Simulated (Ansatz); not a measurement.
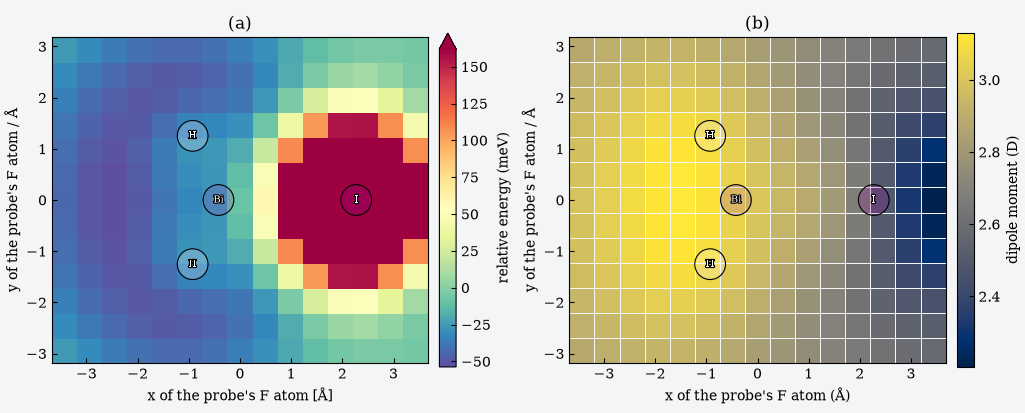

BiH₂I with the probe HF. The probe is moved over a plane parallel to the molecule's main plane, 2.64 Å above it. Coordinates scanned: (1) x of the probe's F atom; (2) y of the probe's F atom. Nothing is relaxed (molecule and probe rigid, the probe upright with F nearest the plane). Grid: 15 × 13 points; 105 points were computed and 90 follow by symmetry. Points are written as (first, second). All energies are given in meV relative to molecule and probe far apart, each relaxed in its own basis (no counterpoise correction). Method: Ansatz 0.2.0, RHF-MP2, frozen core/def2-SVPD.

Panel (a) is the energy; panel (b) is the computed dipole moment, in D.

Drawn: one coloured cell a grid point, labelled circles for the molecule's atoms, projected on the plane, one colour for all values above the top of the scale.

How does the dipole moment vary over the map, and what is it at the lowest grid point?

Answer. Leaving out the highest fifth of the energies, it runs from 2.37 D at (3.43 Å, −1.47 Å) to 3.13 D at (−1.47 Å, 0.00 Å). At the lowest grid point, (−2.45 Å, 0.00 Å), it is 3.08 D.

| y of the probe's F atom ↓, x of the probe's F atom → | −3.43 | −2.94 | −2.45 | −1.96 | −1.47 | −0.98 | −0.49 | 0.00 | 0.49 | 0.98 | 1.47 | 1.96 | 2.45 | 2.94 | 3.43 |
| --- | --- | --- | --- | --- | --- | --- | --- | --- | --- | --- | --- | --- | --- | --- | --- |
| 2.94 | 2.88 | 2.90 | 2.92 | 2.93 | 2.93 | 2.91 | 2.87 | 2.83 | 2.79 | 2.74 | 2.70 | 2.66 | 2.62 | 2.60 | 2.58 |
| 2.45 | 2.91 | 2.94 | 2.96 | 2.98 | 2.98 | 2.96 | 2.92 | 2.87 | 2.81 | 2.75 | 2.69 | 2.64 | 2.59 | 2.55 | 2.52 |
| 1.96 | 2.94 | 2.97 | 3.01 | 3.03 | 3.04 | 3.02 | 2.97 | 2.90 | 2.83 | 2.77 | 2.70 | 2.62 | 2.55 | 2.49 | 2.45 |
| 1.47 | 2.96 | 3.00 | 3.04 | 3.08 | 3.09 | 3.07 | 3.01 | 2.94 | 2.87 | 2.80 | 2.72 | 2.62 | 2.51 | 2.42 | 2.37 |
| 0.98 | 2.98 | 3.02 | 3.07 | 3.11 | 3.12 | 3.10 | 3.04 | 2.97 | 2.90 | 2.84 | 2.76 | 2.64 | 2.50 | 2.36 | 2.29 |
| 0.49 | 2.99 | 3.03 | 3.08 | 3.12 | 3.13 | 3.11 | 3.06 | 2.99 | 2.93 | 2.87 | 2.79 | 2.67 | 2.50 | 2.33 | 2.23 |
| 0.00 | 2.99 | 3.04 | 3.08 | 3.12 | 3.13 | 3.11 | 3.06 | 3.00 | 2.94 | 2.89 | 2.81 | 2.68 | 2.50 | 2.32 | 2.20 |
| −0.49 | 2.99 | 3.03 | 3.08 | 3.12 | 3.13 | 3.11 | 3.06 | 2.99 | 2.93 | 2.87 | 2.79 | 2.67 | 2.50 | 2.33 | 2.23 |
| −0.98 | 2.98 | 3.02 | 3.07 | 3.11 | 3.12 | 3.10 | 3.04 | 2.97 | 2.90 | 2.84 | 2.76 | 2.64 | 2.50 | 2.36 | 2.29 |
| −1.47 | 2.96 | 3.00 | 3.04 | 3.08 | 3.09 | 3.07 | 3.01 | 2.94 | 2.87 | 2.80 | 2.72 | 2.62 | 2.51 | 2.42 | 2.37 |
| −1.96 | 2.94 | 2.97 | 3.01 | 3.03 | 3.04 | 3.02 | 2.97 | 2.90 | 2.83 | 2.77 | 2.70 | 2.62 | 2.55 | 2.49 | 2.45 |
| −2.45 | 2.91 | 2.94 | 2.96 | 2.98 | 2.98 | 2.96 | 2.92 | 2.87 | 2.81 | 2.75 | 2.69 | 2.64 | 2.59 | 2.55 | 2.52 |
| −2.94 | 2.88 | 2.90 | 2.92 | 2.93 | 2.93 | 2.91 | 2.87 | 2.83 | 2.79 | 2.74 | 2.70 | 2.66 | 2.62 | 2.60 | 2.58 |
